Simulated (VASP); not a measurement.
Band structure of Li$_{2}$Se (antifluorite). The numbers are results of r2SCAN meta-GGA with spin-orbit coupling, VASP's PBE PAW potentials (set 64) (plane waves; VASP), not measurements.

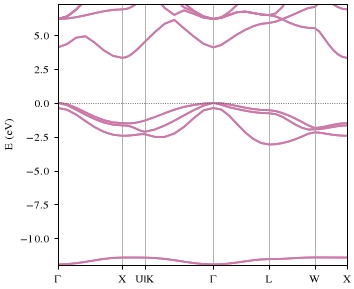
Fig. 1. Bands along high-symmetry lines, zero at the valence-band maximum or, without a gap, the Fermi level

Q: Read the plot: is there a gap, and where are the band edges?

A: The gap is indirect, 3.33 eV, from the valence maximum at Γ to the conduction minimum at X.

The compound is Li2Se in the antifluorite structure. It was relaxed first.
